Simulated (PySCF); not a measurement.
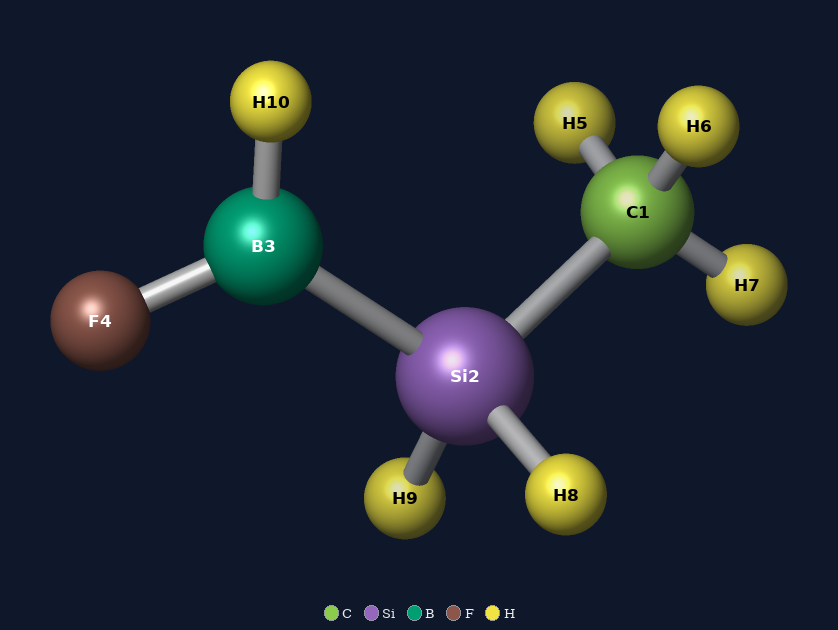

Computed geometry: GFN2-xTB optimisation. No frequency run is at hand to confirm it as a minimum. Electric field gradients from the ground-state density, PBE0/pcSseg-1 (PySCF 2.14.0), non-relativistic apart from any core potentials.

Give the largest field-gradient component, the quadrupole coupling constant and the asymmetry for 11B at B3 (Q = 40.59 mb).

```tsv
atom	V_zz (a.u.)	e²qQ/h (MHz)	η
B3	0.502	4.79	0.53
```

The geometry is semi-empirical. Around B, Si such bond lengths and angles can be off by a tenth of an ångström or more and by several degrees, and values that hang on the shape move with them.
